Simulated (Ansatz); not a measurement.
## Geometry relaxation, with input and output: C$_{2}$H$_{6}$AlN (part 1 of 2)

C$_{2}$H$_{6}$AlN, computed with RKS PBE0-D4/def2-SVP (Ansatz 0.2.0).

It belongs to a series of runs on one base structure; here: end point B relaxed.

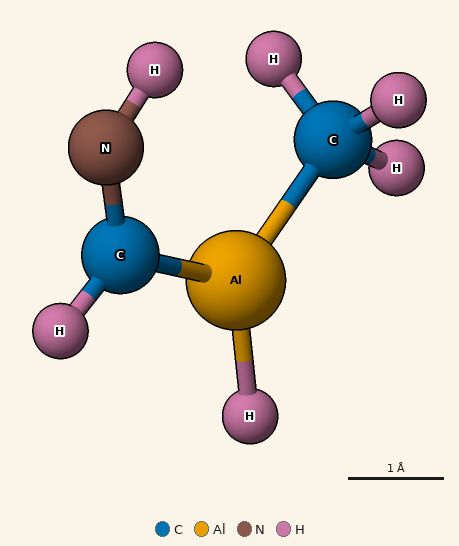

Fig. 1: The input geometry (ball-and-stick view, seen at a tilt). Sticks mark near contacts. Bond lengths as drawn: Al–C 1.92 to 1.94 Å, Al–H 1.58 Å, C–H 1.10 to 1.14 Å, C–N 1.31 Å and H–N 0.98 Å.

The input
```yaml
crystal:
  periodic: [false, false, false]
  atoms:
    - { symbol: C, position_ang: [-1.5566, 0.5945, -0.5152] }
    - { symbol: Al, position_ang: [-0.2088, -0.7789, -0.5178] }
    - { symbol: C, position_ang: [1.4137, -0.5107, 0.5024] }
    - { symbol: "N", position_ang: [1.6915, 0.5809, 1.1769] }
    - { symbol: H, position_ang: [-1.1754, 1.5708, -0.9532] }
    - { symbol: H, position_ang: [-1.9596, 0.8306, 0.5081] }
    - { symbol: H, position_ang: [-2.4293, 0.3157, -1.1558] }
    - { symbol: H, position_ang: [-0.385, -2.1056, -1.353] }
    - { symbol: H, position_ang: [2.2117, -1.2693, 0.5616] }
    - { symbol: H, position_ang: [1.1463, 1.40096, 1.19796] }
basis:
  gaussian: { orbitals: def2-SVP }
hamiltonian:
  xc: pbe0
  dispersion: d4
relax:
  f_tol: 0.015
  max_steps: 40
output:
  orbitals: {}
```

Run as:
```bash
ansatz run input.yaml --threads 1 --pin off --max-ram 2048MiB --backend cpu --events-out ev --progress --plain --runs-dir out
```

Log
```
The last accepted step is kept in [file] (removed where the run ends without a failure and the disk answers)
Engine: ansatz 0.2.0, aarch64-unknown-linux-gnu
Functional definition: PBE0
  parameter a = 0.25
  parameter kappa = 0.804
  parameter beta = 0.06672455060314922
  exchange = (1 - a)*pbe_x(kappa = kappa, mu = beta*pi^2/3) + a*exact_x
  correlation = pbe_c(beta = beta)
989 factors; integrals over basis functions are off by at most 3.6e-4 eV
mean field evaluation 1: about -10237.3142 eV, gradient 5.6e1 eV
mean field evaluation 2: about -10231.2415 eV, gradient 7.2e1 eV
mean field evaluation 4: about -10244.9079 eV, gradient 4.2e0 eV
mean field evaluation 8: about -10244.9692 eV, gradient 1.1e-1 eV
mean field evaluation 16: about -10244.9693 eV, gradient 8.4e-5 eV
mean field -10244.96925552 eV, -376.4956758508 hartree, gradient 8.4e-5 eV, S^2 0.000000; 0 other end points of the search recorded, 0 dependent functions left out
the calculation of the forces begins
reference -10244.96928383 eV, -376.4956768912 hartree; 19, 19 occupied and 71, 71 virtual orbitals, 989 factors
relax step   1: F+E_penalty+E_count = -10245.10682010 eV  Δ(F+E_penalty+E_count) = +0.000e0 eV  max|allowed force component| = 3.423e0 eV/Å  Δτ_max = 0.0000 Å  (25 SCF iters, accepted)
these checks for a lower state are left out or cut short: starts, cluster_reference, orbital_swaps, neighbouring_geometries, increment
989 factors; integrals over basis functions are off by at most 4.1e-4 eV
mean field -10245.18041969 eV, -376.5034359910 hartree, gradient 1.8e-5 eV, S^2 0.000000; 0 other end points of the search recorded, 0 dependent functions left out
[... from here on the field's lines of each further geometry are left out, up to the last ...]
relax step   2: F+E_penalty+E_count = -10245.31780244 eV  Δ(F+E_penalty+E_count) = -2.110e-1 eV  max|allowed force component| = 8.672e-1 eV/Å  Δτ_max = 0.1594 Å  (31 SCF iters, accepted)
relax step   3: F+E_penalty+E_count = -10245.41901583 eV  Δ(F+E_penalty+E_count) = -1.012e-1 eV  max|allowed force component| = 5.233e-1 eV/Å  Δτ_max = 0.1035 Å  (30 SCF iters, accepted)
relax step   4: F+E_penalty+E_count = -10245.42692847 eV  Δ(F+E_penalty+E_count) = -7.913e-3 eV  max|allowed force component| = 4.713e-1 eV/Å  Δτ_max = 0.0973 Å  (30 SCF iters, accepted)
relax step   5: F+E_penalty+E_count = -10245.44134917 eV  Δ(F+E_penalty+E_count) = -1.442e-2 eV  max|allowed force component| = 1.191e-1 eV/Å  Δτ_max = 0.0502 Å  (29 SCF iters, accepted)
relax step   6: F+E_penalty+E_count = -10245.44228683 eV  Δ(F+E_penalty+E_count) = -9.377e-4 eV  max|allowed force component| = 7.362e-2 eV/Å  Δτ_max = 0.0199 Å  (30 SCF iters, accepted)
relax step   7: F+E_penalty+E_count = -10245.44357261 eV  Δ(F+E_penalty+E_count) = -1.286e-3 eV  max|allowed force component| = 7.341e-2 eV/Å  Δτ_max = 0.0561 Å  (31 SCF iters, accepted)
relax step   8: F+E_penalty+E_count = -10245.44399314 eV  Δ(F+E_penalty+E_count) = -4.205e-4 eV  max|allowed force component| = 2.669e-2 eV/Å  Δτ_max = 0.0080 Å  (26 SCF iters, accepted)
relax step   9: F+E_penalty+E_count = -10245.44404644 eV  Δ(F+E_penalty+E_count) = -5.329e-5 eV  max|allowed force component| = 2.119e-2 eV/Å  Δτ_max = 0.0083 Å  (23 SCF iters, accepted)
relax step  10: F+E_penalty+E_count = -10245.44410056 eV  Δ(F+E_penalty+E_count) = -5.412e-5 eV  max|allowed force component| = 4.456e-3 eV/Å  Δτ_max = 0.0107 Å  (23 SCF iters, accepted)
relax step  11: F+E_penalty+E_count = -10245.44416150 eV  Δ(F+E_penalty+E_count) = -6.094e-5 eV  max|allowed force component| = 1.329e-2 eV/Å  Δτ_max = 0.0214 Å  (29 SCF iters, accepted)
relax step  12: F+E_penalty+E_count = -10245.44414268 eV  Δ(F+E_penalty+E_count) = +1.881e-5 eV  max|allowed force component| = 6.429e-2 eV/Å  Δτ_max = 0.0493 Å  (29 SCF iters, rejected (line search))
relax step  13: F+E_penalty+E_count = -10245.44426727 eV  Δ(F+E_penalty+E_count) = -1.058e-4 eV  max|allowed force component| = 1.803e-2 eV/Å  Δτ_max = 0.0240 Å  (28 SCF iters, accepted)
relax step  14: F+E_penalty+E_count = -10245.44314493 eV  Δ(F+E_penalty+E_count) = +1.122e-3 eV  max|allowed force component| = 1.802e-1 eV/Å  Δτ_max = 0.0990 Å  (30 SCF iters, rejected (line search))
relax step  15: F+E_penalty+E_count = -10245.43484005 eV  Δ(F+E_penalty+E_count) = +9.427e-3 eV  max|allowed force component| = 3.027e-1 eV/Å  Δτ_max = 0.0378 Å  (32 SCF iters, rejected (line search))
relax step  16: F+E_penalty+E_count = -10245.44440157 eV  Δ(F+E_penalty+E_count) = -1.343e-4 eV  max|allowed force component| = 3.897e-3 eV/Å  Δτ_max = 0.0189 Å  (23 SCF iters, accepted)
relax step  17: F+E_penalty+E_count = -10245.44467108 eV  Δ(F+E_penalty+E_count) = -2.695e-4 eV  max|allowed force component| = 2.467e-2 eV/Å  Δτ_max = 0.0489 Å  (28 SCF iters, accepted)
relax step  18: F+E_penalty+E_count = -10245.44402537 eV  Δ(F+E_penalty+E_count) = +6.457e-4 eV  max|allowed force component| = 1.147e-1 eV/Å  Δτ_max = 0.0732 Å  (30 SCF iters, rejected (line search))
relax step  19: F+E_penalty+E_count = -10245.44496012 eV  Δ(F+E_penalty+E_count) = -2.890e-4 eV  max|allowed force component| = 2.780e-2 eV/Å  Δτ_max = 0.0351 Å  (29 SCF iters, accepted)
relax step  20: F+E_penalty+E_count = -10245.44520183 eV  Δ(F+E_penalty+E_count) = -2.417e-4 eV  max|allowed force component| = 3.642e-2 eV/Å  Δτ_max = 0.0366 Å  (29 SCF iters, accepted)
relax step  21: F+E_penalty+E_count = -10245.44496693 eV  Δ(F+E_penalty+E_count) = +2.349e-4 eV  max|allowed force component| = 7.306e-2 eV/Å  Δτ_max = 0.0549 Å  (31 SCF iters, rejected (line search))
relax step  22: F+E_penalty+E_count = -10245.44554406 eV  Δ(F+E_penalty+E_count) = -3.422e-4 eV  max|allowed force component| = 3.191e-2 eV/Å  Δτ_max = 0.0273 Å  (30 SCF iters, accepted)
relax step  23: F+E_penalty+E_count = -10245.44580312 eV  Δ(F+E_penalty+E_count) = -2.591e-4 eV  max|allowed force component| = 3.266e-2 eV/Å  Δτ_max = 0.0274 Å  (29 SCF iters, accepted)
relax step  24: F+E_penalty+E_count = -10245.44614750 eV  Δ(F+E_penalty+E_count) = -3.444e-4 eV  max|allowed force component| = 5.652e-2 eV/Å  Δτ_max = 0.0411 Å  (29 SCF iters, accepted)
relax step  25: F+E_penalty+E_count = -10245.44636080 eV  Δ(F+E_penalty+E_count) = -2.133e-4 eV  max|allowed force component| = 8.355e-2 eV/Å  Δτ_max = 0.0342 Å  (29 SCF iters, accepted)
relax step  26: F+E_penalty+E_count = -10245.44664876 eV  Δ(F+E_penalty+E_count) = -2.880e-4 eV  max|allowed force component| = 7.253e-2 eV/Å  Δτ_max = 0.0144 Å  (24 SCF iters, accepted)
relax step  27: F+E_penalty+E_count = -10245.44759724 eV  Δ(F+E_penalty+E_count) = -9.485e-4 eV  max|allowed force component| = 6.016e-2 eV/Å  Δτ_max = 0.0721 Å  (28 SCF iters, accepted)
relax step  28: F+E_penalty+E_count = -10245.43201883 eV  Δ(F+E_penalty+E_count) = +1.558e-2 eV  max|allowed force component| = 5.176e-1 eV/Å  Δτ_max = 0.1958 Å  (29 SCF iters, rejected (line search))
relax step  29: F+E_penalty+E_count = -10245.43295742 eV  Δ(F+E_penalty+E_count) = +1.464e-2 eV  max|allowed force component| = 3.818e-1 eV/Å  Δτ_max = 0.0665 Å  (30 SCF iters, rejected (line search))
the calculation of the forces begins
reference -10245.31059957 eV, -376.5082200133 hartree; 19, 19 occupied and 71, 71 virtual orbitals, 989 factors
relax step  30: F+E_penalty+E_count = -10245.44829010 eV  Δ(F+E_penalty+E_count) = -6.929e-4 eV  max|allowed force component| = 1.239e-2 eV/Å  Δτ_max = 0.0333 Å  (30 SCF iters, accepted)
989 factors; integrals over basis functions are off by at most 4.2e-4 eV
mean field evaluation 224: about -10245.3105 eV, gradient 1.8e-1 eV
```

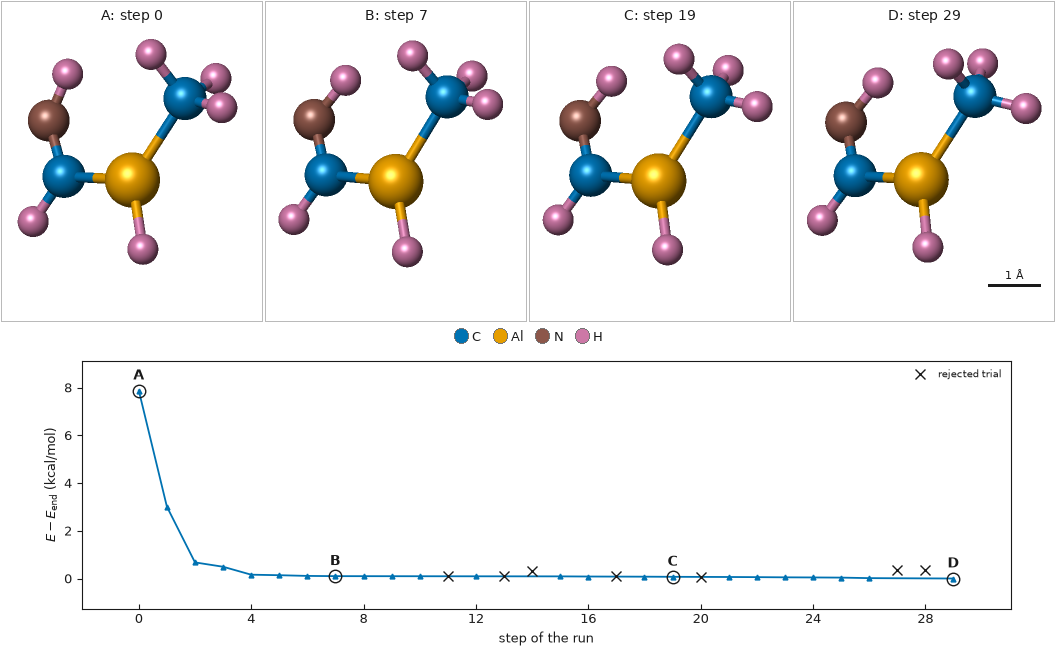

Fig. 2: Frames of the relaxation (ball-and-stick view, seen at a tilt) above the curves, on which the letters mark them (the first geometry is step 0 here and step 1 in the log).

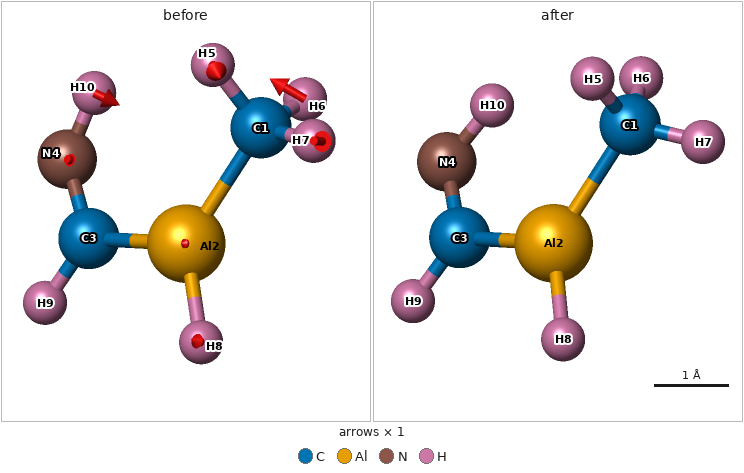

Fig. 3: Before (left) and after (right) the relaxation, at one scale (ball-and-stick view, seen at a tilt). The red arrows give the displacements, at true length. The energy falls by 7.87 kcal/mol in 29 geometry steps. Largest force component: 3.4 eV/Å at the start, 0.012 eV/Å at the end. The line search rejected the trial steps at points 11, 13, 14, 17, 20, 27, 28 (counted from 0) and went back. The atom that moves furthest after the best rigid fit is H6 (0.57 Å). Largest moves by element: H 0.57 Å, N 0.16 Å, Al 0.09 Å, C 0.06 Å. Among the contacts that change: Al2–C3 1.935 → 1.990 Å, N4–H10 0.985 → 1.030 Å, C3–N4 1.313 → 1.281 Å, C1–Al2 1.924 → 1.956 Å. Among the angles that change: C3–N4–H10 125.9° → 110.5°, C1–Al2–C3 119.2° → 116.6°, Al2–C1–H5 112.2° → 110.1°. (Atoms are counted from 1 in the order of the input.)

```
mean field -10245.31057106 eV, -376.5082189655 hartree, gradient 2.6e-5 eV, S^2 0.000000; 1 other end points of the search recorded, 0 dependent functions left out
the calculation of the forces begins
reference -10245.31059957 eV, -376.5082200133 hartree; 19, 19 occupied and 71, 71 virtual orbitals, 989 factors
Total energy: -10245.44831861 eV, -376.5132810947 hartree
Atom 0 at    -1.525135     0.645038    -0.527509 Å, force     0.002212     0.005965    -0.001230 eV/Å
Atom 1 at    -0.165983    -0.760020    -0.588648 Å, force    -0.010492     0.004571     0.003307 eV/Å
Atom 2 at     1.439403    -0.499378     0.558847 Å, force     0.012387    -0.002969     0.001596 eV/Å
Atom 3 at     1.627622     0.519857     1.311759 Å, force    -0.004816    -0.000158     0.003440 eV/Å
Atom 4 at    -1.344230     1.383245    -1.330106 Å, force    -0.006013    -0.006651     0.006678 eV/Å
Atom 5 at    -1.538601     1.204978     0.422322 Å, force    -0.000856     0.000598    -0.011874 eV/Å
Atom 6 at    -2.537480     0.243180    -0.697043 Å, force     0.005350     0.002870     0.005512 eV/Å
Atom 7 at    -0.303214    -2.036642    -1.529077 Å, force     0.004699    -0.005416    -0.005759 eV/Å
Atom 8 at     2.265168    -1.240804     0.586222 Å, force    -0.005275     0.002743    -0.001502 eV/Å
Atom 9 at     0.830951     1.169507     1.245194 Å, force     0.002803    -0.001552    -0.000168 eV/Å
Dipole moment:    -0.360591     0.001529    -0.213906 e Å
```

Trajectory as extended XYZ (Å, eV, eV/Å), 30 frames, from step=1 to step=30
```
10
Properties=species:S:1:pos:R:3:forces:R:3 step=1 energy=-10245.10682
C    -1.5566    0.5945   -0.5152   -0.7306   1.1581  -0.2058
Al   -0.2088   -0.7789   -0.5178   -0.2817  -0.2530  -0.3557
C     1.4137   -0.5107    0.5024    0.3176   2.7483   1.3543
N     1.6915    0.5809    1.1769    2.2266  -3.4234  -0.5273
H    -1.1754    1.5708   -0.9532   -0.2421  -0.7717   0.4822
H    -1.9596    0.8306    0.5081    0.2765  -0.0915  -0.6138
H    -2.4293    0.3157   -1.1558    0.3508   0.0656   0.3471
H    -0.3850   -2.1056   -1.3530   -0.0385  -0.2093  -0.1161
H     2.2117   -1.2693    0.5616    0.0893  -0.1463   0.1652
H     1.1463    1.4010    1.1980   -1.9680   0.9232  -0.5299
10
Properties=species:S:1:pos:R:3:forces:R:3 step=2 energy=-10245.31780
C    -1.5542    0.6127   -0.5197   -0.2822   0.4646  -0.0586
Al   -0.1961   -0.7759   -0.5405   -0.1830  -0.2893  -0.1434
C     1.4576   -0.4860    0.4835   -0.2664   0.4557   0.6044
N     1.7336    0.5948    1.1141    0.3976  -0.0357   0.8638
H    -1.1743    1.5685   -0.9448   -0.0648  -0.2291   0.1056
H    -1.9103    0.8586    0.5021    0.0906  -0.0717  -0.1527
H    -2.4455    0.3352   -1.1156    0.1617   0.0191   0.1093
H    -0.3889   -2.1260   -1.3625    0.0007  -0.0124  -0.0280
H     2.2213   -1.2798    0.6327    0.1496   0.1391  -0.4331
H     1.0052    1.3268    1.2025   -0.0038  -0.4402  -0.8672
10
Properties=species:S:1:pos:R:3:forces:R:3 step=3 energy=-10245.41902
C    -1.5467    0.6233   -0.5256   -0.1219  -0.0021  -0.0587
Al   -0.1980   -0.7930   -0.5435   -0.0002   0.3151   0.0956
C     1.4612   -0.4409    0.5111   -0.3796   0.0495   0.1279
N     1.7325    0.5970    1.2176    0.0914  -0.5233  -0.1261
H    -1.1668    1.5517   -0.9904    0.0006  -0.0385   0.0190
H    -1.8560    0.8936    0.5000    0.0250  -0.0115  -0.0217
H    -2.4564    0.3312   -1.0773    0.0337   0.0452   0.0345
H    -0.3839   -2.1448   -1.3514    0.0339  -0.0865  -0.0161
H     2.2015   -1.2591    0.5417    0.4269   0.0753   0.0699
H     0.9612    1.2700    1.1697   -0.1097   0.1768  -0.1243
10
Properties=species:S:1:pos:R:3:forces:R:3 step=4 energy=-10245.42693
C    -1.5577    0.6312   -0.5262    0.0126   0.0191  -0.0041
Al   -0.2096   -0.7877   -0.5236   -0.0144  -0.1260   0.0789
C     1.4469   -0.4912    0.5475    0.2092  -0.1091  -0.4374
N     1.7157    0.5749    1.1976   -0.1239   0.4713   0.1083
H    -1.1519    1.5576   -0.9677    0.0008   0.0336  -0.0259
H    -1.8813    0.8976    0.4943    0.0004  -0.0121   0.0289
H    -2.4604    0.3639   -1.0997    0.0521  -0.0130   0.0170
H    -0.3805   -2.1509   -1.3298   -0.0068   0.0173  -0.0238
H     2.2906   -1.2247    0.5230   -0.2860   0.0252   0.1618
H     0.9366    1.2584    1.1367    0.1561  -0.3065   0.0961
10
Properties=species:S:1:pos:R:3:forces:R:3 step=5 energy=-10245.44135
C    -1.5519    0.6311   -0.5248   -0.0224   0.0287   0.0112
Al   -0.2040   -0.7866   -0.5369    0.0356  -0.0018  -0.0306
C     1.4574   -0.4715    0.5165    0.0792  -0.0958   0.0557
N     1.7076    0.5773    1.2083    0.0126   0.0447  -0.0290
H    -1.1647    1.5588   -0.9837   -0.0042  -0.0215   0.0084
H    -1.8551    0.8983    0.5030    0.0039   0.0008  -0.0128
H    -2.4645    0.3502   -1.0757    0.0373   0.0041   0.0182
H    -0.3771   -2.1454   -1.3477   -0.0121  -0.0084  -0.0015
H     2.2622   -1.2428    0.5603   -0.1191   0.1081  -0.0152
H     0.9385    1.2594    1.1328   -0.0108  -0.0590  -0.0044
10
Properties=species:S:1:pos:R:3:forces:R:3 step=6 energy=-10245.44229
C    -1.5450    0.6317   -0.5208   -0.0303   0.0328   0.0057
Al   -0.2038   -0.7904   -0.5393    0.0484  -0.0283  -0.0347
C     1.4548   -0.4732    0.5157    0.0357  -0.0423   0.0461
N     1.6947    0.5803    1.2042    0.0514   0.0197  -0.0263
H    -1.1562    1.5579   -0.9811   -0.0021  -0.0176   0.0110
H    -1.8438    0.8985    0.5082    0.0047   0.0046  -0.0093
H    -2.4601    0.3548   -1.0685    0.0202   0.0015   0.0100
H    -0.3772   -2.1494   -1.3514   -0.0173   0.0033   0.0011
H     2.2629   -1.2376    0.5629   -0.0736   0.0650  -0.0030
H     0.9221    1.2563    1.1221   -0.0372  -0.0387  -0.0006
10
Properties=species:S:1:pos:R:3:forces:R:3 step=7 energy=-10245.44357
C    -1.5285    0.6323   -0.5125   -0.0029  -0.0026  -0.0022
Al   -0.2011   -0.8029   -0.5446    0.0144  -0.0404   0.0148
C     1.4498   -0.4750    0.5185   -0.0185   0.0054  -0.0204
N     1.6729    0.5944    1.1881   -0.0734   0.0026   0.0174
H    -1.1319    1.5517   -0.9771    0.0047   0.0194  -0.0060
H    -1.8144    0.9035    0.5182   -0.0015   0.0060   0.0109
H    -2.4502    0.3662   -1.0521   -0.0163  -0.0035  -0.0070
H    -0.3884   -2.1586   -1.3608   -0.0022   0.0193   0.0018
H     2.2694   -1.2203    0.5660    0.0414  -0.0100   0.0000
H     0.8710    1.2377    1.1082    0.0543   0.0039  -0.0092
10
Properties=species:S:1:pos:R:3:forces:R:3 step=8 energy=-10245.44399
C    -1.5265    0.6317   -0.5114   -0.0031   0.0058   0.0052
Al   -0.2000   -0.8051   -0.5451    0.0085  -0.0259  -0.0101
C     1.4501   -0.4764    0.5173   -0.0156   0.0267   0.0037
N     1.6654    0.5927    1.1904   -0.0095  -0.0018  -0.0065
H    -1.1310    1.5513   -0.9772    0.0037   0.0081  -0.0041
H    -1.8096    0.9039    0.5200   -0.0017   0.0041   0.0066
H    -2.4501    0.3662   -1.0483   -0.0106  -0.0041  -0.0057
H    -0.3912   -2.1572   -1.3655   -0.0009   0.0106   0.0045
H     2.2723   -1.2185    0.5709    0.0235  -0.0197   0.0041
H     0.8691    1.2402    1.1010    0.0056  -0.0036   0.0024
10
Properties=species:S:1:pos:R:3:forces:R:3 step=9 energy=-10245.44405
C    -1.5261    0.6323   -0.5107    0.0080  -0.0080   0.0010
Al   -0.1987   -0.8068   -0.5469   -0.0081   0.0212   0.0073
C     1.4500   -0.4773    0.5179   -0.0024   0.0006  -0.0010
N     1.6621    0.5921    1.1908    0.0028   0.0005   0.0020
H    -1.1322    1.5499   -0.9827    0.0000  -0.0025  -0.0010
H    -1.8038    0.9098    0.5211    0.0023  -0.0011  -0.0010
H    -2.4530    0.3653   -1.0418    0.0003  -0.0014  -0.0004
H    -0.3887   -2.1557   -1.3692   -0.0048  -0.0097  -0.0088
H     2.2738   -1.2189    0.5733    0.0033  -0.0006   0.0017
H     0.8651    1.2383    1.1000   -0.0015   0.0010   0.0002
10
Properties=species:S:1:pos:R:3:forces:R:3 step=10 energy=-10245.44410
C    -1.5256    0.6319   -0.5109   -0.0018   0.0019  -0.0007
Al   -0.1985   -0.8058   -0.5476    0.0035  -0.0004  -0.0009
C     1.4498   -0.4777    0.5191    0.0017   0.0038   0.0045
N     1.6611    0.5911    1.1937   -0.0034  -0.0032  -0.0038
H    -1.1354    1.5462   -0.9922    0.0012   0.0001   0.0010
H    -1.7960    0.9158    0.5209   -0.0002   0.0030   0.0000
H    -2.4560    0.3615   -1.0344    0.0011  -0.0031   0.0021
H    -0.3890   -2.1527   -1.3747    0.0001  -0.0013  -0.0011
H     2.2743   -1.2186    0.5747   -0.0025  -0.0007  -0.0018
H     0.8639    1.2371    1.1033    0.0003   0.0000   0.0007
```
